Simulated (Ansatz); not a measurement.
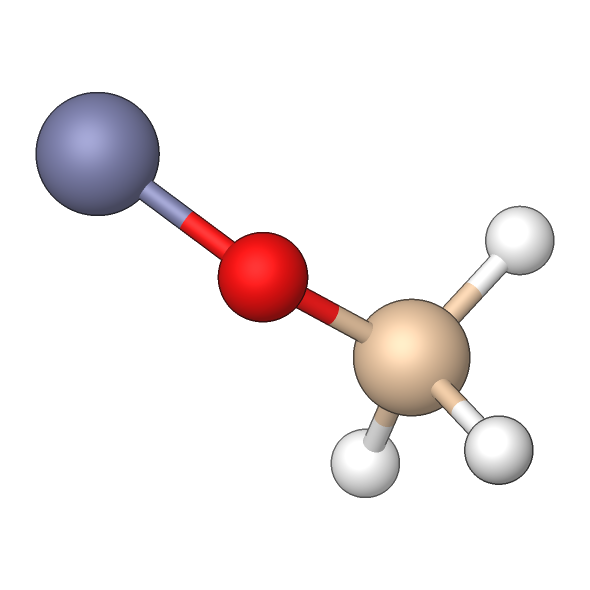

The picture shows a molecular structure as a ball-and-stick model. Every bond is drawn as one stick, whatever its order. Colours: silicon light orange, oxygen red, zinc blue, hydrogen white.

State: neutral, doublet.

Description:

Formula H₃OSiZn. As SMILES it reads `[SiH3][O][Zn]`. Among its groups: Si–H bond, Si–O bond. The point group is Cs. It is an open-shell species. Coordination: 1 Si tetrahedral; 1 O bent.

More results for the same structure follow; atom numbers are the same in all pictures, views and colours differ. Computed geometry: PBE0-D4/def2-TZVP optimisation.

Charges

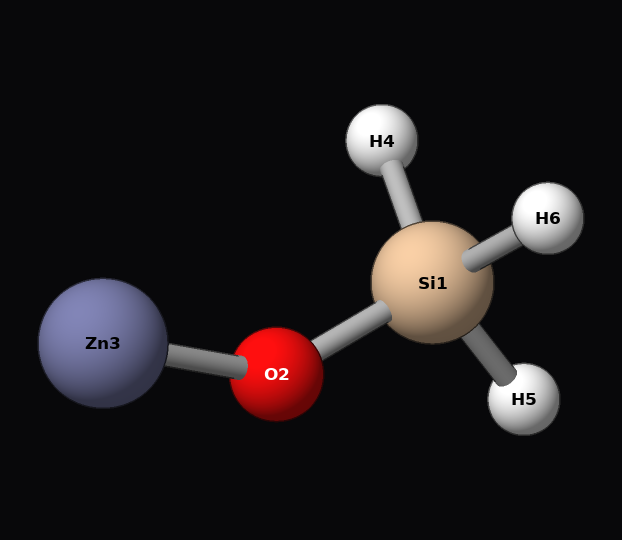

The questions are on Mulliken charges. Properties computed with UKS r2SCAN-D4/def2-TZVPP (Ansatz 0.2.0).

Which atom carries the highest charge (most positive or least negative)?

Answer. Si1 (0.49 e).

And the lowest?

Answer. O2 (−0.57 e).

Give the Mulliken charges atom by atom.

```tsv
atom	value (e)
Si1	0.49
O2	−0.57
Zn3	0.40
H4	−0.11
H5	−0.10
H6	−0.11
```

Dipole moment

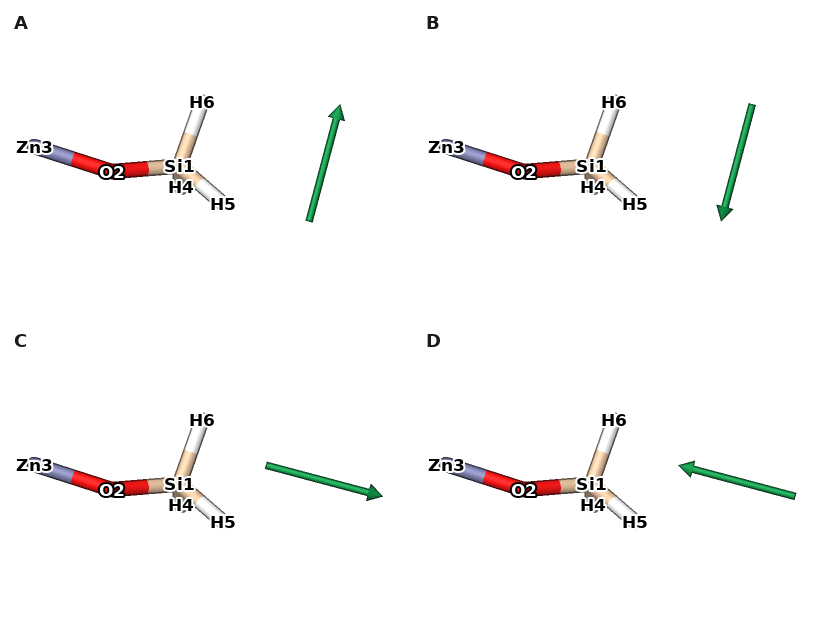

The same molecule four times, each with an arrow. Level of theory: UKS PBE-D4/def2-TZVPP (Ansatz 0.2.0).

Which arrow points along the dipole moment, from the negative to the positive end?

Answer. D. The dipole moment is 2.38 D; it points from the side of H5 to the side of Zn3 (the outermost atoms at the two ends).

Vibrations

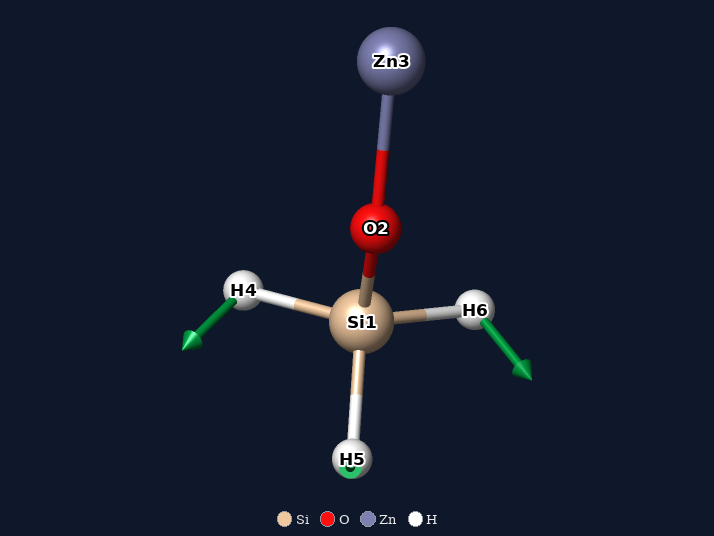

The arrows show one normal mode. Harmonic vibrations computed with UKS PBE0-D4/def2-TZVP (Ansatz 0.2.0) at a stationary point of the same level.

Describe the motion.

Answer. Mostly H–Si–H bending.

At what wavenumber does it lie?

Answer. 960 cm⁻¹; it is mode 7 of 12 counted from the lowest.

Mulliken values depend strongly on the basis set and can even reverse the polarity of a bond.
